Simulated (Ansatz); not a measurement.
## ScBi2S4F: relaxing a made-up structure

This structure for ScBi2S4F is made up. Its elements were placed in a known structure type with a cell scaled to their sizes. What cell does the guess relax to, and how far off was it?

Calculated with Ansatz 0.2.0; DFT, PBEsol, plane-wave PAW, files of the set soft_1, scalar-relativistic, no spin, cell and ions relaxed at zero pressure; PAW set soft_1, in the first sound run; inputs show where later runs differ.

### 1. The starting structure

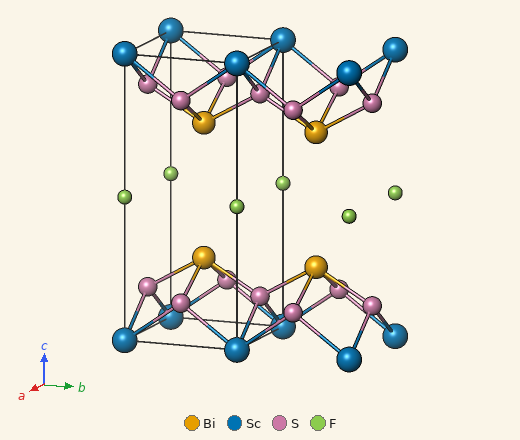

Start, viewed slightly off an axis; bismuth orange, scandium blue, sulfur pink, fluorine green. 1×2×1 cells are drawn. Some periodic images of atoms are drawn too.

Coordinates:

```cif
data_structure
_symmetry_space_group_name_H-M 'P 1'
_symmetry_Int_Tables_number 1
_cell_length_a 4.0700
_cell_length_b 4.0700
_cell_length_c 9.8270
_cell_angle_alpha 90.000
_cell_angle_beta 90.000
_cell_angle_gamma 90.000
_cell_volume 162.78
loop_
_atom_site_label
_atom_site_type_symbol
_atom_site_fract_x
_atom_site_fract_y
_atom_site_fract_z
_atom_site_occupancy
Bi1 Bi 0.50000 0.50000 0.26470 1
Bi2 Bi 0.50000 0.50000 0.73530 1
Sc3 Sc 0.00000 0.00000 0.00000 1
S4 S 0.00000 0.50000 0.14630 1
S5 S 0.50000 0.00000 0.14630 1
S6 S 0.00000 0.50000 0.85370 1
S7 S 0.50000 0.00000 0.85370 1
F8 F 0.00000 0.00000 0.50000 1
```

### 2. Relaxation of the guess

The guess takes its coordinates from another compound and its volume from a rule, so the cell and any free coordinates are relaxed together.

The input, input.yaml:

```yaml
crystal:
  lattice:
    - [4.07, 0.0, 0.0]
    - [0.0, 4.07, 0.0]
    - [0.0, 0.0, 9.827]
  atoms:
    - { symbol: Bi, position: [0.5, 0.5, 0.2647] }
    - { symbol: Bi, position: [0.5, 0.5, 0.7353] }
    - { symbol: Sc, position: [0.0, 0.0, 0.0] }
    - { symbol: S, position: [0.0, 0.5, 0.1463] }
    - { symbol: S, position: [0.5, 0.0, 0.1463] }
    - { symbol: S, position: [0.0, 0.5, 0.8537] }
    - { symbol: S, position: [0.5, 0.0, 0.8537] }
    - { symbol: F, position: [0.0, 0.0, 0.5] }
kpoints:
  mp_grid: { grid: [7, 7, 3] }
scf:
  occupations: { method: fermi_dirac, width: 0.05 }
hamiltonian:
  xc: pbesol
  pseudopotentials: { kind: paw, azcp: { folder: soft_1 }, xc_functional: pbe }
relax:
  f_tol: 0.015
  max_steps: 70
  cell: {}
output:
  forces: true
  stress: true
```

Run with:

```
> ansatz run input.yaml --threads 4 --pin off --max-ram 10240MiB --backend cpu --events-out ev --progress --plain --runs-dir out
```

Numbers of over 12 decimals in the logs are rounded to 6 here.

Output:

```text
Engine: ansatz 0.2.0, aarch64-unknown-linux-gnu
Pseudopotentials: kind: paw
Pseudopotential: Bi, paw, valence charge 15, recommended cutoff 420 eV (normal), soft_1/Bi.paw.azcp
Pseudopotential: Sc, paw, valence charge 11, recommended cutoff 420 eV (normal), soft_1/Sc.paw.azcp
Pseudopotential: S, paw, valence charge 6, recommended cutoff 420 eV (normal), soft_1/S.paw.azcp
Pseudopotential: F, paw, valence charge 7, recommended cutoff 420 eV (normal), soft_1/F.paw.azcp
Functional definition: PBEsol
  exchange = pbesol_x
  correlation = pbesol_c
Crystal: 8 atoms, lattice volume = 162.783 Å³
Basis set: ecut = 420 eV, 3209 PW (Γ), exchange–correlation on 60×60×144 points (8 copies of the dense FFT grid, shifted against one another)
Bands: 44, of which v1, the nominal top of the filled ones, is band 36 counted from 1 (35 counted from 0)
Symmetry: 16 space group operations
Space group: P4/mmm (ITA 123), of the structure as read, at distance tolerance 5.5e-5 Å
k-points: 20 of 147
Non-local potential: Bi, projectors of the file, l = 0: 2, l = 1: 2, l = 2: 2, l = 3: 1
Non-local potential: Sc, projectors of the file, l = 0: 3, l = 1: 2, l = 2: 3, l = 3: 1
Non-local potential: S, projectors of the file, l = 0: 2, l = 1: 2, l = 2: 1
Non-local potential: F, projectors of the file, l = 0: 2, l = 1: 2, l = 2: 1
PAW form: soft (Blöchl's): semilocal exchange-correlation on the pseudo side does not see the compensation charge
PAW frozen core: Bi, regenerated for the run's functional, and the local potential with it (the file was generated under x = pbe(κ = 0.804, μ = 0.219515), c = pbe(β = 0.066725))
PAW frozen core: Sc, regenerated for the run's functional, and the local potential with it (the file was generated under x = pbe(κ = 0.804, μ = 0.219515), c = pbe(β = 0.066725))
PAW frozen core: S, regenerated for the run's functional, and the local potential with it (the file was generated under x = pbe(κ = 0.804, μ = 0.219515), c = pbe(β = 0.066725))
PAW frozen core: F, regenerated for the run's functional, and the local potential with it (the file was generated under x = pbe(κ = 0.804, μ = 0.219515), c = pbe(β = 0.066725))
PAW one-centre angular grid: Bi, 590 points (default); XC on 64 Gauss nodes
PAW one-centre angular grid: Sc, 590 points (default); XC on 64 Gauss nodes
PAW one-centre angular grid: S, 110 points (default); XC on 64 Gauss nodes
PAW one-centre angular grid: F, 110 points (default); XC on 64 Gauss nodes
Initial density: superposition of atomic densities (chi_scale 0.1, normalization cell), built separately for each of the 2 bonded fragments (scf.initial_density.interfragment_charge_transfer: auto; true builds it for the cell as a whole; a typed value also counts as a typed key of the start: scf.initial_density.chi_scale says what that changes, if anything)
Initial wavefunctions: pseudopotential atomic-orbital guess
Functional: x = pbesol(κ = 0.804, μ = 0.123457), c = pbesol(β = 0.046)
SCF iter   1: F=—  HF=-30942.371055 eV  |F-HF|=—  |Δ(HF+E_count)|=         —  Δρ=7.50e-2  dr2=1.84e1  ethr=3.10e-3  ⟨swp⟩=8.2  Hψ=4388  notcnv=0  defer=3
preconditioner: auto → LDOS  [metal: Δε(μ)=0.095 eV  Ē_g=14.102 eV  σ=0.050 eV  W_gap=0.44  n_scr=38 (ndim 8)  ℏωp=23.3 eV  f_vac=0.063  D(μ)=2.66/eV (n_scr^D=16)  β→1.0]
SCF iter   2: F=—  HF=-30969.421444 eV  |F-HF|=—  |Δ(HF+E_count)|=    2.71e1  Δρ=3.77e-1  dr2=4.50e2  ethr=3.10e-3  ⟨swp⟩=5.7  Hψ=2480  notcnv=0  defer=22  recentre
SCF iter   3: F=—  HF=-30940.233588 eV  |F-HF|=—  |Δ(HF+E_count)|=    2.92e1  Δρ=5.30e-2  dr2=8.41e0  ethr=3.10e-3  ⟨swp⟩=4.0  Hψ=2683  notcnv=0  defer=15
SCF iter   4: F=—  HF=-30938.566812 eV  |F-HF|=—  |Δ(HF+E_count)|=    1.67e0  Δρ=2.57e-2  dr2=2.15e0  ethr=3.10e-3  ⟨swp⟩=3.1  Hψ=1548  notcnv=0  defer=31
SCF iter   5: F=—  HF=-30938.039728 eV  |F-HF|=—  |Δ(HF+E_count)|=   5.27e-1  Δρ=1.06e-2  dr2=4.58e-1  ethr=2.99e-3  ⟨swp⟩=3.0  Hψ=1360  notcnv=0  defer=32
SCF iter   6: F=—  HF=-30937.975940 eV  |F-HF|=—  |Δ(HF+E_count)|=   6.38e-2  Δρ=5.66e-3  dr2=1.65e-1  ethr=6.36e-4  ⟨swp⟩=2.2  Hψ=1185  notcnv=0  defer=37
SCF iter   7: F=—  HF=-30937.956574 eV  |F-HF|=—  |Δ(HF+E_count)|=   1.94e-2  Δρ=4.05e-3  dr2=7.20e-2  ethr=2.30e-4  ⟨swp⟩=3.0  Hψ=1131  notcnv=0  defer=37
SCF iter   8: F=—  HF=-30937.947915 eV  |F-HF|=—  |Δ(HF+E_count)|=   8.66e-3  Δρ=2.19e-3  dr2=2.22e-2  ethr=1.00e-4  ⟨swp⟩=1.5  Hψ=864  notcnv=0  defer=37
SCF iter   9: F=—  HF=-30937.944112 eV  |F-HF|=—  |Δ(HF+E_count)|=   3.80e-3  Δρ=4.09e-4  dr2=1.19e-3  ethr=3.08e-5  ⟨swp⟩=1.9  Hψ=1136  notcnv=0  defer=36
SCF iter  10: F=—  HF=-30937.943895 eV  |F-HF|=—  |Δ(HF+E_count)|=   2.17e-4  Δρ=8.81e-5  dr2=2.70e-5  ethr=1.66e-6  ⟨swp⟩=2.0  Hψ=1163  notcnv=0  defer=36
SCF iter  11: F=—  HF=-30937.943866 eV  |F-HF|=—  |Δ(HF+E_count)|=   2.86e-5  Δρ=1.35e-5  dr2=4.90e-7  ethr=3.74e-8  ⟨swp⟩=2.6  Hψ=1732  notcnv=0  defer=36
SCF iter  12: F=-30937.943866 eV  HF=-30937.943866 eV  |F-HF|=5.82e-8  |Δ(HF+E_count)|=   3.30e-8  Δρ=3.66e-6  dr2=6.83e-8  ethr=1.39e-10  ⟨swp⟩=6.0  Hψ=3712  notcnv=0
SCF 1 converged in 12 iterations: F = -30937.943866 eV  dr2 = 6.83e-8
  greatest PAW one-centre occupation: 0.998 electrons in one spin orbital (limit 2), on the Sc atom at site 2 (counted from 0), in its partial waves of l = 0
relax step   1: F+E_penalty+E_count = -30937.94386637 eV  Δ(F+E_penalty+E_count) = +0.000e0 eV  max|allowed force component| = 8.878e0 eV/Å  Δτ_max = 0.0000 Å  P = +35.554 GPa  Ω = 162.783 Å³  (12 SCF iters, dr2 threshold 1.00e-7 eV, accepted)
Crystal: 8 atoms, lattice volume = 177.625 Å³
Basis set: ecut = 420 eV, 3405 PW (Γ), exchange–correlation on 60×60×144 points (8 copies of the dense FFT grid, shifted against one another)
Initial density: handed on by an earlier stage of this run
Initial wavefunctions: those handed on with the density
iter 1 solved again at ethr=2.36e-3 eV; its pass at ethr=3.10e-3 eV (dr2=1.70e0 eV) is discarded
SCF iter   1: F=—  HF=-30942.811663 eV  |F-HF|=—  |Δ(HF+E_count)|=         —  Δρ=1.83e-2  dr2=1.73e0  ethr=2.36e-3  ⟨swp⟩=1.1  Hψ=4892  notcnv=0
preconditioner: auto → LDOS  [insulator: Δε(μ)=0.221 eV  Ē_g=8.379 eV  σ=0.050 eV  W_gap=0.55  n_scr=38 (ndim 8)  ℏωp=18.1 eV  f_vac=0.081  D(μ)=1.73/eV (n_scr^D=4)  ε∞_Penn≈5.6  β→1.0]
SCF iter   2: F=—  HF=-30944.008957 eV  |F-HF|=—  |Δ(HF+E_count)|=    1.20e0  Δρ=8.60e-2  dr2=2.98e1  ethr=2.36e-3  ⟨swp⟩=4.3  Hψ=2838  notcnv=0  defer=26  recentre
SCF iter   3: F=—  HF=-30942.653288 eV  |F-HF|=—  |Δ(HF+E_count)|=    1.36e0  Δρ=1.14e-2  dr2=5.53e-1  ethr=2.36e-3  ⟨swp⟩=4.3  Hψ=1966  notcnv=0  defer=21
[...]
SCF iter   6: F=—  HF=-30943.885600 eV  |F-HF|=—  |Δ(HF+E_count)|=   4.72e-5  Δρ=5.96e-4  dr2=5.75e-4  ethr=9.52e-7  ⟨swp⟩=2.4  Hψ=1614  notcnv=0  defer=27
SCF iter   7: F=—  HF=-30943.885504 eV  |F-HF|=—  |Δ(HF+E_count)|=   9.58e-5  Δρ=1.31e-4  dr2=6.59e-5  ethr=7.99e-7  ⟨swp⟩=2.0  Hψ=1283  notcnv=0  defer=27
SCF iter   8: F=—  HF=-30943.885490 eV  |F-HF|=—  |Δ(HF+E_count)|=   1.50e-5  Δρ=4.05e-5  dr2=4.08e-6  ethr=9.15e-8  ⟨swp⟩=2.0  Hψ=1139  notcnv=0  defer=27
SCF iter   9: F=-30943.885490 eV  HF=-30943.885490 eV  |F-HF|=3.43e-7  |Δ(HF+E_count)|=   8.32e-7  Δρ=1.13e-5  dr2=4.69e-7  ethr=1.11e-9  ⟨swp⟩=5.2  Hψ=3400  notcnv=0
SCF 3 converged in 9 iterations: F = -30943.885490 eV  dr2 = 4.69e-7
relax step   3: F+E_penalty+E_count = -30943.88549000 eV  Δ(F+E_penalty+E_count) = -1.318e0 eV  max|allowed force component| = 9.478e-1 eV/Å  Δτ_max = 0.1946 Å  P = +4.377 GPa  Ω = 183.296 Å³  energy of the carried Pulay correction = -8.420e-3 eV  (9 SCF iters, dr2 threshold 8.00e-7 eV, accepted)
[... from here on, the SCF cycles and remarks between the steps are left out ...]
relax step   4: F+E_penalty+E_count = -30944.21306871 eV  Δ(F+E_penalty+E_count) = -3.276e-1 eV  max|allowed force component| = 4.035e-1 eV/Å  Δτ_max = 0.0899 Å  P = +0.950 GPa  Ω = 185.261 Å³  energy of the carried Pulay correction = -9.174e-3 eV  (9 SCF iters, dr2 threshold 8.00e-7 eV, accepted)
relax step   5: F+E_penalty+E_count = -30944.21240262 eV  Δ(F+E_penalty+E_count) = +6.661e-4 eV  max|allowed force component| = 4.247e-1 eV/Å  Δτ_max = 0.0949 Å  P = +0.526 GPa  Ω = 182.748 Å³  energy of the carried Pulay correction = -8.208e-3 eV  (8 SCF iters, dr2 threshold 8.00e-7 eV, rejected (line search))
relax step   6: F+E_penalty+E_count = -30944.23143532 eV  Δ(F+E_penalty+E_count) = -1.837e-2 eV  max|allowed force component| = 1.379e-1 eV/Å  Δτ_max = 0.0436 Å  P = -0.430 GPa  Ω = 187.131 Å³  energy of the carried Pulay correction = -9.885e-3 eV  (11 SCF iters, accepted)
relax step   7: F+E_penalty+E_count = -30944.23577370 eV  Δ(F+E_penalty+E_count) = -4.338e-3 eV  max|allowed force component| = 2.073e-2 eV/Å  Δτ_max = 0.0060 Å  P = -0.014 GPa  Ω = 186.111 Å³  energy of the carried Pulay correction = -9.498e-3 eV  (6 SCF iters, dr2 threshold 8.00e-7 eV, accepted)
relax step   8: F+E_penalty+E_count = -30944.23587855 eV  Δ(F+E_penalty+E_count) = -1.049e-4 eV  max|allowed force component| = 3.361e-4 eV/Å  Δτ_max = 0.0020 Å  P = -0.005 GPa  Ω = 185.986 Å³  energy of the carried Pulay correction = -9.451e-3 eV  (6 SCF iters, dr2 threshold 2.69e-8 eV, accepted)
relax step   9: F+E_penalty+E_count = -30944.27453031 eV  Δ(F+E_penalty+E_count) = -3.865e-2 eV  max|allowed force component| = 1.016e-3 eV/Å  Δτ_max = 0.0000 Å  P = +0.287 GPa  Ω = 185.986 Å³  stress off target by 4.06e-1 GPa  SCF on the basis re-selected at this cell (its energy is not comparable with the rows above)  (9 SCF iters)
relax step  10: F+E_penalty+E_count = -30944.27548561 eV  Δ(F+E_penalty+E_count) = -9.553e-4 eV  max|allowed force component| = 1.631e-3 eV/Å  Δτ_max = 0.0026 Å  P = -0.002 GPa  Ω = 186.802 Å³  energy of the carried Pulay correction = -2.739e-4 eV  (6 SCF iters, dr2 threshold 4.13e-7 eV, accepted)
iter 1 solved again at ethr=5.22e-7 eV; its pass at ethr=3.10e-3 eV (dr2=3.76e-4 eV) is discarded
SCF iter   1: F=—  HF=-30944.275610 eV  |F-HF|=—  |Δ(HF+E_count)|=         —  Δρ=3.73e-5  dr2=3.28e-7  ethr=5.22e-7  ⟨swp⟩=4.3  Hψ=6477  notcnv=0
eigensolver tolerance schedule: the retry pair's looser diagonalisation over-reported the residual by 1144.32 of it (diagonalisation noise at 0.24 of the residual, at the tolerance the schedule requests for it); recorded, not acted on — ethr = c·dr2/N_el stays at c = 1.0e-1
preconditioner: auto → LDOS  [insulator: Δε(μ)=0.197 eV  Ē_g=7.627 eV  σ=0.050 eV  W_gap=0.70  n_scr=38 (ndim 8)  ℏωp=17.6 eV  f_vac=0.036  D(μ)=0.64/eV (n_scr^D=2)  ε∞_Penn≈6.3  β→1.0]
SCF iter   2: F=—  HF=-30944.275778 eV  |F-HF|=—  |Δ(HF+E_count)|=   1.68e-4  Δρ=1.81e-5  dr2=1.01e-6  ethr=4.56e-10  ⟨swp⟩=3.0  Hψ=1840  notcnv=0
SCF iter   3: F=—  HF=-30944.275778 eV  |F-HF|=—  |Δ(HF+E_count)|=   2.12e-7  Δρ=6.15e-6  dr2=1.11e-7  ethr=4.56e-10  ⟨swp⟩=2.0  Hψ=1606  notcnv=0
SCF iter   4: F=—  HF=-30944.275778 eV  |F-HF|=—  |Δ(HF+E_count)|=   2.20e-8  Δρ=2.51e-6  dr2=1.35e-8  ethr=1.54e-10  ⟨swp⟩=2.0  Hψ=1303  notcnv=0
SCF iter   5: F=—  HF=-30944.275778 eV  |F-HF|=—  |Δ(HF+E_count)|=   2.00e-9  Δρ=8.89e-7  dr2=1.97e-9  ethr=1.87e-11  ⟨swp⟩=2.0  Hψ=1315  notcnv=0
SCF iter   6: F=-30944.275778 eV  HF=-30944.275778 eV  |F-HF|=1.82e-11  |Δ(HF+E_count)|=  2.91e-10  Δρ=1.80e-7  dr2=5.42e-11  ethr=1.00e-12  ⟨swp⟩=4.0  Hψ=3617  notcnv=0
SCF 11 converged in 6 iterations: F = -30944.275778 eV  dr2 = 5.42e-11
relax step  11: F+E_penalty+E_count = -30944.27577815 eV  Δ(F+E_penalty+E_count) = -2.925e-4 eV  max|allowed force component| = 1.621e-3 eV/Å  Δτ_max = 0.0000 Å  P = -0.002 GPa  Ω = 186.802 Å³  stress off target by 2.75e-3 GPa  SCF on the basis re-selected at this cell (its energy is not comparable with the rows above)  (6 SCF iters)
basis re-selected at this cell: Δ(F+E_penalty+E_count) = -2.925e-4 eV, ΔP = +0.000 GPa vs the last step (what re-selecting the basis moved, of the pressure what is left beyond the Pulay correction that the steps carried, after the strain that the cell walked since its last selection, with what the two solves' SCF thresholds leave and, on support functions, any second-order correction that the steps lacked; it is no m [...]
SCF converged after 6 iterations
Free energy (F): -30944.275778 eV
Harris-Foulkes:  -30944.275778 eV  (|F-HF|=1.82e-11)
Internal energy: -30944.270004 eV  (E = F + TS)
E sigma→0 (E₀):  -30944.272891 eV
Entropy (-TS):   -0.005774 eV (-0.722 meV/atom)
Fermi energy:    7.110875 eV
--- Per-component energies (eV) ---
  E_band       = -483.971299
  E_kinetic    = 1330.131246
  E_local      = -4946.925221  (includes V_loc(G=0)·N_el)
  E_nonlocal   = 1190.851960
  E_hartree    = 1803.382011
  E_xc         = -815.058365
  E_vxc        = -796.358253  (∫ρ·V_xc dr)
  E_paw        = -24548.778721  (= ΣΔE_a)
  E_vpaw       = -868.436155  (= ΣTr[D̂ρ^β])
  E_aug_tail   = 0.001143  (compensation charges beyond the density's cutoff)
  E_ewald      = -4958.472911
  E_core_change = 0.598854  (= ΣΔE_core)
  E_smearing   = -0.005774  (= −TS)
  E_closure    = 0.000000  (closes the sum)
  Σ components = -30944.275778   (vs F -30944.275778, Δ=0.00e0)
--- Forces (eV/Å), atoms counted from 1 ---
  atom   1  Bi    -0.00000000     0.00000000    -0.00162082
  atom   2  Bi     0.00000000     0.00000000     0.00162082
  atom   3  Sc    -0.00000000    -0.00000000     0.00000000
  atom   4  S      0.00000000     0.00000000    -0.00103469
  atom   5  S     -0.00000000     0.00000000    -0.00103469
  atom   6  S     -0.00000000     0.00000000     0.00103469
  atom   7  S      0.00000000     0.00000000     0.00103469
  atom   8  F      0.00000000     0.00000000     0.00000000
  max |Σ_I F_I| component: 2.22e-16 eV/Å
--- Stress (GPa, compression-positive) ---
       -0.001022       0.000000      -0.000000
        0.000000      -0.001022      -0.000000
       -0.000000      -0.000000      -0.002752
  P = ⅓ Tr σ = -0.0016 GPa (-0.016 kbar)
--- Relaxed structure (9 steps of the walk, 8 accepted, 2 SCFs on fresh bases) ---
  F+E_penalty+E_count = -30944.27577815 eV   max|allowed force component| = 1.621e-3 eV/Å   (the final SCF, on the basis selected at the relaxed cell)
  cell:  # Å, volume = 186.8020 Å³
    - [4.485805, 0, 0.0]
    - [0, 4.485805, 0.0]
    - [0.0, 0.0, 9.283262]
  atoms:
    - { symbol: Bi, position: [0.500000, 0.500000, 0.317573] }
    - { symbol: Bi, position: [0.500000, 0.500000, 0.682427] }
    - { symbol: Sc, position: [0, 0, 4.413156293825193e-19] }
    - { symbol: S, position: [0, 0.500000, 0.165209] }
    - { symbol: S, position: [0.500000, 0, 0.165209] }
    - { symbol: S, position: [0, 0.500000, 0.834791] }
    - { symbol: S, position: [0.500000, 0, 0.834791] }
    - { symbol: F, position: [0, 0, 0.5] }
```

Elapsed: 24 s, on 4 threads of Arm Neoverse V2, shared host; peak memory 0.6 GiB; 90 s of CPU time.

The steps of the relaxation:

```tsv
step	energy less that of the first step (eV)	largest force component (eV/Å)	pressure (GPa)	volume (Å³)
1	0.0000	8.8779	35.55	162.78
2	-4.6233	2.8933	13.37	177.63
3	-5.9416	0.9478	4.38	183.30
4	-6.2692	0.4035	0.95	185.26
5	-6.2685	0.4247	0.53	182.75
6	-6.2876	0.1379	-0.43	187.13
7	-6.2919	0.0207	-0.01	186.11
8	-6.2920	0.0003	0.00	185.99
9*	-6.3307	0.0010	0.29	185.99
10	-6.3316	0.0016	0.00	186.80
11*	-6.3319	0.0016	0.00	186.80
```

Relaxation steps marked * repeat the geometry before them on a plane-wave basis chosen anew for their cell, so energy and pressure can jump there. Relaxation step 5 was tried and not accepted.

Forces are held to the 16 operations that the run works with; a distortion that breaks them can't arise in this run.

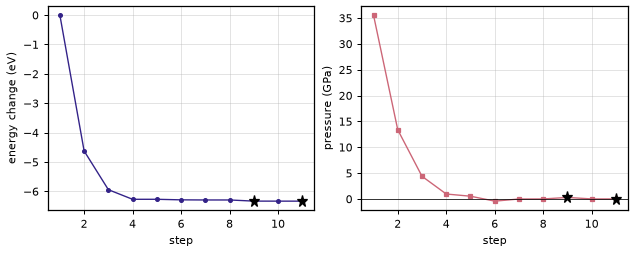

Energy and pressure along the relaxation. Stars mark steps on a basis chosen anew.

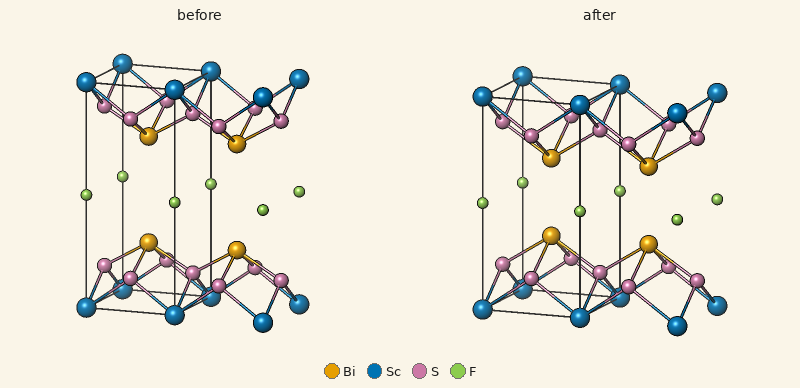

Before and after, at one scale.

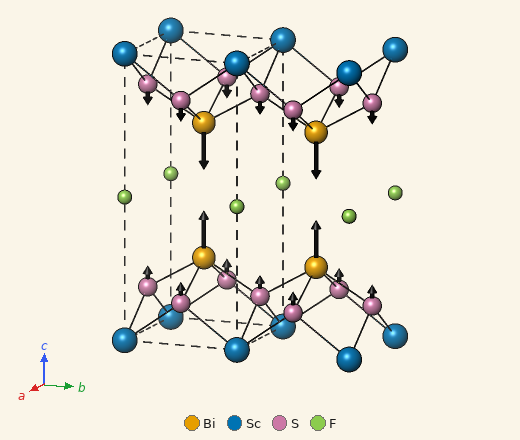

Displacements in the relaxation, exaggerated, measured against the changing cell; the longest in the cell stands for 0.49 Å. 1×2×1 cells are drawn. Some periodic images of atoms are drawn too.

```tsv
conventional cell, symmetrised	before	after	change
a (Å)	4.070	4.486	+10.2 %
b (Å)	4.070	4.486	+10.2 %
c (Å)	9.827	9.283	-5.5 %
volume (Å³/atom)	20.35	23.35	+14.8 %
```

The atoms that moved most (Å, as changes of fractional coordinates times the final cell):

```tsv
atom	dx	dy	dz	length
Bi2	0.000	0.000	-0.491	0.491
Bi1	0.000	0.000	0.491	0.491
S4	0.000	0.000	0.176	0.176
S5	0.000	0.000	0.176	0.176
S7	0.000	0.000	-0.176	0.176
S6	0.000	0.000	-0.176	0.176
```

The relaxed structure:

```cif
data_structure
_symmetry_space_group_name_H-M 'P 1'
_symmetry_Int_Tables_number 1
_cell_length_a 4.4858
_cell_length_b 4.4858
_cell_length_c 9.2833
_cell_angle_alpha 90.000
_cell_angle_beta 90.000
_cell_angle_gamma 90.000
_cell_volume 186.80
loop_
_atom_site_label
_atom_site_type_symbol
_atom_site_fract_x
_atom_site_fract_y
_atom_site_fract_z
_atom_site_occupancy
Bi1 Bi 0.50000 0.50000 0.31757 1
Bi2 Bi 0.50000 0.50000 0.68243 1
Sc3 Sc 0.00000 0.00000 0.00000 1
S4 S 0.00000 0.50000 0.16521 1
S5 S 0.50000 0.00000 0.16521 1
S6 S 0.00000 0.50000 0.83479 1
S7 S 0.50000 0.00000 0.83479 1
F8 F 0.00000 0.00000 0.50000 1
```

This step gave:

```yaml
free_energy: -30944.2758 eV
energy_at_zero_smearing: -30944.2729 eV
smearing_term_ts: 0.005774 eV
fermi_energy: 7.111 eV
electrons: 72
symmetry_operations: 16
pressure: -0.001599 GPa
```

Shortest distances by pair of elements, guess and relaxed (not always the same contact):

```tsv
pair	guess (Å)	relaxed (Å)
Bi–S	2.344	2.652
S–Sc	2.492	2.717
S–S	2.875	3.067
Bi–Bi	4.070	3.387
Bi–F	3.692	3.596
```

The relaxation ends with a largest force component of 0.0016 eV/Å and a pressure of 0.00 GPa.

[end of part 1 of 2]

[Logs are printed without paths, hosts, clocks, repeated set-up lines and the standing remarks that a program may print on its own settings, such as how far it seeks lower states.]

[Hosts, paths, dates, database ids (printed as entryN), source tags and the programs' standing remarks are cut or masked in the printed files.]
